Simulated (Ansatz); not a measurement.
**Run report: B$_{6}$H$_{2}$ (charge −1), geometry relaxation**

System: B$_{6}$H$_{2}$, charge −1, multiplicity 2.
Method: UKS PBE0-D4/def2-SVPD (Ansatz 0.2.0).

The geometry: PBE0-D4/def2-SVP start. Figures and captions count atoms from 1; the log counts them from 0 in places.

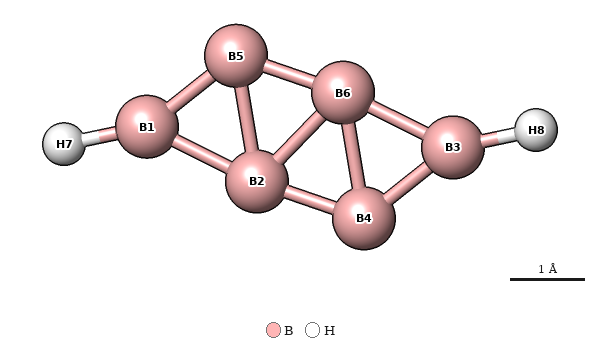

**Figure 1.** The structure as given in the input (ball-and-stick view, seen at a tilt; atoms are numbered from 1 in the order of the input).

### Summary

| quantity | value |
| --- | --- |
| outcome | converged |
| total energy | −4079.4039 eV |
| mean-field energy | −4079.2269 eV |
| dispersion energy | −0.1771 eV |
| ⟨S²⟩ | 0.764 |
| SCF solution under orbital rotations | stable |
| HOMO (either spin) | −1.30 eV |
| LUMO (either spin) | 1.13 eV |
| largest force (length of the vector) at the end | 0.012 eV/Å |
| hardware | 4 threads of Arm Neoverse V2, 23 GiB of memory available, shared host |
| wall time | 16 s (CPU time 56 s) |
| peak memory | 0.34 GiB |

### Input file
```yaml
crystal:
  periodic: [false, false, false]
  atoms:
    - {symbol: B, position_ang: [1.067577, 1.112881, 1.483485]}
    - {symbol: B, position_ang: [0.125745, 0.862565, 0.102461]}
    - {symbol: B, position_ang: [-1.067686, -1.112871, -1.483432]}
    - {symbol: B, position_ang: [-0.729737, 0.428499, -1.132031]}
    - {symbol: B, position_ang: [0.729519, -0.428483, 1.132182]}
    - {symbol: B, position_ang: [-0.125325, -0.862576, -0.102756]}
    - {symbol: H, position_ang: [1.561953, 1.984361, 2.134104]}
    - {symbol: H, position_ang: [-1.562056, -1.984376, -2.134012]}
basis:
  gaussian: {orbitals: def2-SVPD}
total_charge: -1
magnetization: {spin_polarized: true, initial_magnetization: 1}
hamiltonian: {xc: pbe0, dispersion: d4}
scf: {omitted_lower_state_checks: [starts]}
output: {orbitals: {seedname: orbitals}}
relax: {f_tol: 0.02, max_steps: 100}
```

Run as:
```bash
ansatz run in.yaml --threads 4 --pin off --events-out ev --progress --plain --max-ram 3916MiB
```

### What the program printed
```
Functional definition: PBE0
  name "PBE0"
  cite "Adamo & Barone, J. Chem. Phys. 110, 6158 (1999) doi:10.1063/1.478522"
  cite "Perdew, Burke & Ernzerhof, Phys. Rev. Lett. 77, 3865 (1996) doi:10.1103/PhysRevLett.77.3865"
  parent pbe
  parameter a = 0.25
  parameter kappa = 0.804
  parameter beta = 0.06672455060314922
  exchange = (1 - a)*pbe_x(kappa = kappa, mu = beta*pi^2/3) + a*exact_x
  correlation = pbe_c(beta = beta)
these checks for a lower state are left out or cut short: starts
1082 factors; their error is unknown
mean field evaluation 1: about -4076.8920 eV, gradient 1.7e1 eV
mean field evaluation 2: about -4077.0258 eV, gradient 1.7e1 eV
mean field evaluation 4: about -4079.1325 eV, gradient 1.2e0 eV
mean field evaluation 8: about -4079.1414 eV, gradient 2.9e-2 eV
mean field evaluation 16: about -4079.1372 eV, gradient 4.4e-4 eV
mean field -4079.13719622 eV, -149.9055270225 hartree, gradient 7.7e-5 eV, S^2 0.764230; 0 other end points of the search recorded, 0 dependent functions left out
the calculation of the forces begins
reference -4079.13723387 eV, -149.9055284061 hartree; 17, 16 occupied and 119, 120 virtual orbitals, 1082 factors
relax step   1: F+E_penalty+E_count = -4079.31442207 eV  Δ(F+E_penalty+E_count) = +0.000e0 eV  max|allowed force component| = 1.454e0 eV/Å  Δτ_max = 0.0000 Å  (36 SCF iters, accepted)
these checks for a lower state are left out or cut short: starts, cluster_reference, orbital_swaps, neighbouring_geometries, increment
1082 factors; their error is unknown
mean field -4079.21285214 eV, -149.9083073263 hartree, gradient 8.1e-5 eV, S^2 0.764168; 0 other end points of the search recorded, 0 dependent functions left out
the calculation of the forces begins
reference -4079.21288974 eV, -149.9083087082 hartree; 17, 16 occupied and 119, 120 virtual orbitals, 1082 factors
relax step   2: F+E_penalty+E_count = -4079.38993257 eV  Δ(F+E_penalty+E_count) = -7.551e-2 eV  max|allowed force component| = 5.614e-1 eV/Å  Δτ_max = 0.0216 Å  (38 SCF iters, accepted)
these checks for a lower state are left out or cut short: starts, cluster_reference, orbital_swaps, neighbouring_geometries, increment
1082 factors; their error is unknown
mean field -4079.22598936 eV, -149.9087901104 hartree, gradient 7.2e-5 eV, S^2 0.764032; 0 other end points of the search recorded, 0 dependent functions left out
the calculation of the forces begins
reference -4079.22602704 eV, -149.9087914951 hartree; 17, 16 occupied and 119, 120 virtual orbitals, 1082 factors
relax step   3: F+E_penalty+E_count = -4079.40309772 eV  Δ(F+E_penalty+E_count) = -1.317e-2 eV  max|allowed force component| = 6.257e-2 eV/Å  Δτ_max = 0.0114 Å  (38 SCF iters, accepted)
these checks for a lower state are left out or cut short: starts, cluster_reference, orbital_swaps, neighbouring_geometries, increment
1082 factors; their error is unknown
mean field evaluation 32: about -4079.2262 eV, gradient 1.8e-5 eV
mean field -4079.22617449 eV, -149.9087969137 hartree, gradient 7.2e-5 eV, S^2 0.764115; 0 other end points of the search recorded, 0 dependent functions left out
the calculation of the forces begins
reference -4079.22621244 eV, -149.9087983082 hartree; 17, 16 occupied and 119, 120 virtual orbitals, 1082 factors
relax step   4: F+E_penalty+E_count = -4079.40320356 eV  Δ(F+E_penalty+E_count) = -1.058e-4 eV  max|allowed force component| = 9.142e-2 eV/Å  Δτ_max = 0.0109 Å  (37 SCF iters, accepted)
these checks for a lower state are left out or cut short: starts, cluster_reference, orbital_swaps, neighbouring_geometries, increment
1082 factors; their error is unknown
mean field -4079.22681370 eV, -149.9088204041 hartree, gradient 6.5e-5 eV, S^2 0.764078; 0 other end points of the search recorded, 0 dependent functions left out
the calculation of the forces begins
reference -4079.22685150 eV, -149.9088217935 hartree; 17, 16 occupied and 119, 120 virtual orbitals, 1082 factors
relax step   5: F+E_penalty+E_count = -4079.40388739 eV  Δ(F+E_penalty+E_count) = -6.838e-4 eV  max|allowed force component| = 8.662e-3 eV/Å  Δτ_max = 0.0050 Å  (38 SCF iters, accepted)
```

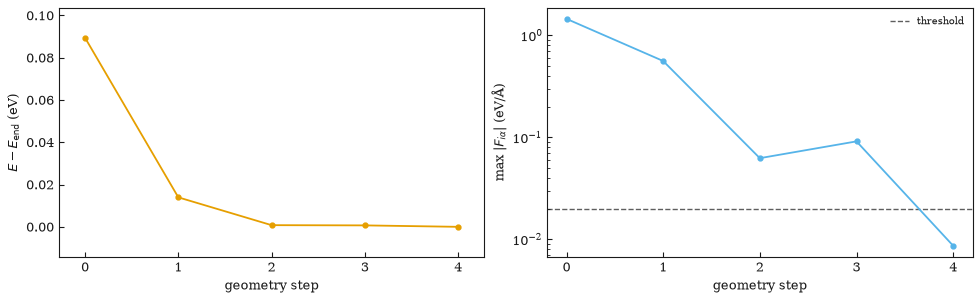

**Figure 2.** Progress of the relaxation, step by step (the first geometry is step 0 here and step 1 in the log).

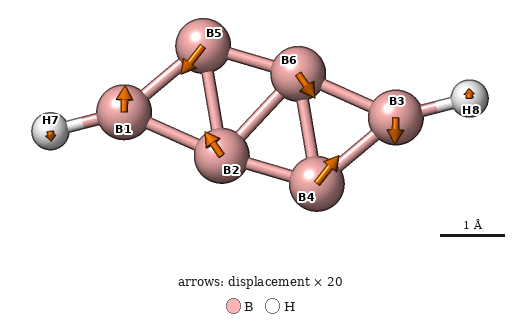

**Figure 3.** The starting structure with the displacements as orange arrows, magnified 20 times (ball-and-stick view, seen on its broad side). The two geometries are laid on each other by the best rigid fit. The largest moves after the best rigid fit, 0.029 Å, are those of B4 and B5. Largest moves by element: B 0.029 Å, H 0.009 Å. Distances before and after: B1–B5 1.617 → 1.574 Å, B2–B5 1.758 → 1.717 Å, B2–B4 1.563 → 1.593 Å, B1–B2 1.690 → 1.678 Å. Among the angles that change: B5–B1–H7 154.2° → 156.4°. The energy falls by 0.089 eV in 4 geometry steps. The largest force component goes from 1.5 to 0.0087 eV/Å. (Atoms are counted from 1 in the order of the input.)

```
these checks for a lower state are left out or cut short: starts
1082 factors; their error is unknown
mean field -4079.22681370 eV, -149.9088204041 hartree, gradient 6.5e-5 eV, S^2 0.764078; 0 other end points of the search recorded, 0 dependent functions left out
the calculation of the forces begins
reference -4079.22685150 eV, -149.9088217935 hartree; 17, 16 occupied and 119, 120 virtual orbitals, 1082 factors
Total energy: -4079.40392520 eV, -149.9153291317 hartree
Atom 0 at     1.073172     1.093986     1.493341 Å, force     0.006369     0.006005     0.008545 eV/Å
Atom 1 at     0.138044     0.853321     0.121274 Å, force    -0.005325    -0.008224    -0.006990 eV/Å
Atom 2 at    -1.073203    -1.093984    -1.493322 Å, force    -0.006182    -0.006015    -0.008662 eV/Å
Atom 3 at    -0.732598     0.399703    -1.133281 Å, force     0.002996    -0.001152     0.004608 eV/Å
Atom 4 at     0.732631    -0.399706     1.133258 Å, force    -0.003101     0.001164    -0.004539 eV/Å
Atom 5 at    -0.138015    -0.853323    -0.121296 Å, force     0.005296     0.008221     0.007007 eV/Å
Atom 6 at     1.559169     1.991122     2.129676 Å, force    -0.004366    -0.007214    -0.005681 eV/Å
Atom 7 at    -1.559211    -1.991119    -2.129649 Å, force     0.004312     0.007216     0.005713 eV/Å
Dipole moment:     0.000001    -0.000000    -0.000001 e Å
Checks for a lower state left out: starts
```

### Trajectory as extended XYZ (Å, eV, eV/Å), 5 frames, from step=1 to step=5
```
8
Properties=species:S:1:pos:R:3:forces:R:3 step=1 energy=-4079.31442
B     1.0676    1.1129    1.4835   -0.3506  -1.0342  -0.4199
B     0.1257    0.8626    0.1025    0.7575   0.0070   1.1276
B    -1.0677   -1.1129   -1.4834    0.3511   1.0344   0.4200
B    -0.7297    0.4285   -1.1320   -0.4701  -1.4541  -0.5569
B     0.7295   -0.4285    1.1322    0.4710   1.4539   0.5556
B    -0.1253   -0.8626   -0.1028   -0.7587  -0.0070  -1.1264
H     1.5620    1.9844    2.1341    0.0677   0.1530   0.0869
H    -1.5621   -1.9844   -2.1340   -0.0679  -0.1530  -0.0869
8
Properties=species:S:1:pos:R:3:forces:R:3 step=2 energy=-4079.38993
B     1.0690    1.1067    1.4861   -0.1021  -0.3992  -0.1139
B     0.1323    0.8606    0.1119    0.2439  -0.0955   0.3738
B    -1.0691   -1.1067   -1.4861    0.1027   0.3992   0.1137
B    -0.7338    0.4076   -1.1359   -0.0975  -0.5613  -0.0900
B     0.7338   -0.4076    1.1359    0.0976   0.5614   0.0897
B    -0.1321   -0.8606   -0.1121   -0.2445   0.0954  -0.3733
H     1.5639    1.9851    2.1374    0.0054   0.0610   0.0026
H    -1.5641   -1.9851   -2.1372   -0.0055  -0.0610  -0.0026
8
Properties=species:S:1:pos:R:3:forces:R:3 step=3 energy=-4079.40310
B     1.0705    1.0990    1.4887    0.0421   0.0093   0.0626
B     0.1367    0.8566    0.1189   -0.0153  -0.0537  -0.0172
B    -1.0705   -1.0990   -1.4887   -0.0424  -0.0093  -0.0624
B    -0.7332    0.3964   -1.1338    0.0206   0.0114   0.0294
B     0.7332   -0.3964    1.1338   -0.0204  -0.0114  -0.0295
B    -0.1366   -0.8566   -0.1189    0.0152   0.0537   0.0173
H     1.5620    1.9866    2.1345   -0.0163   0.0094  -0.0257
H    -1.5621   -1.9866   -2.1344    0.0165  -0.0094   0.0256
8
Properties=species:S:1:pos:R:3:forces:R:3 step=4 energy=-4079.40320
B     1.0744    1.0913    1.4954    0.0302   0.0706   0.0382
B     0.1389    0.8523    0.1226   -0.0063  -0.0115  -0.0082
B    -1.0744   -1.0913   -1.4954   -0.0302  -0.0705  -0.0381
B    -0.7327    0.4027   -1.1338    0.0099  -0.0326   0.0181
B     0.7328   -0.4027    1.1337   -0.0099   0.0326  -0.0181
B    -0.1388   -0.8523   -0.1226    0.0063   0.0115   0.0083
H     1.5594    1.9961    2.1296   -0.0381  -0.0914  -0.0479
H    -1.5595   -1.9961   -2.1295    0.0381   0.0914   0.0478
8
Properties=species:S:1:pos:R:3:forces:R:3 step=5 energy=-4079.40389
B     1.0732    1.0940    1.4933    0.0064   0.0060   0.0085
B     0.1380    0.8533    0.1213   -0.0053  -0.0082  -0.0070
B    -1.0732   -1.0940   -1.4933   -0.0062  -0.0060  -0.0087
B    -0.7326    0.3997   -1.1333    0.0030  -0.0012   0.0046
B     0.7326   -0.3997    1.1333   -0.0031   0.0012  -0.0045
B    -0.1380   -0.8533   -0.1213    0.0053   0.0082   0.0070
H     1.5592    1.9911    2.1297   -0.0044  -0.0072  -0.0057
H    -1.5592   -1.9911   -2.1296    0.0043   0.0072   0.0057
```

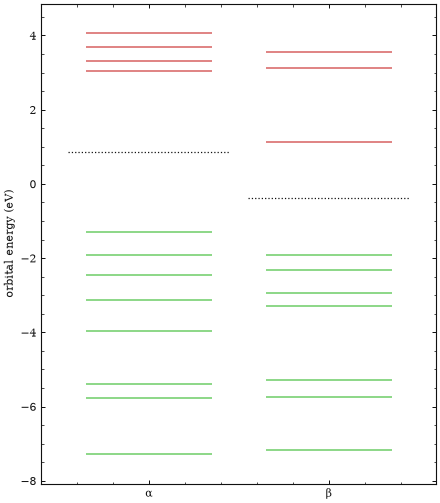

**Figure 4.** Orbital energies near the frontier for α and β spins; the dotted line parts filled from empty levels, and levels within 0.02 eV of each other stand side by side. α: highest filled −1.30 eV, lowest empty 3.03 eV, 4.33 eV apart; β: highest filled −1.91 eV, lowest empty 1.13 eV, 3.04 eV apart.
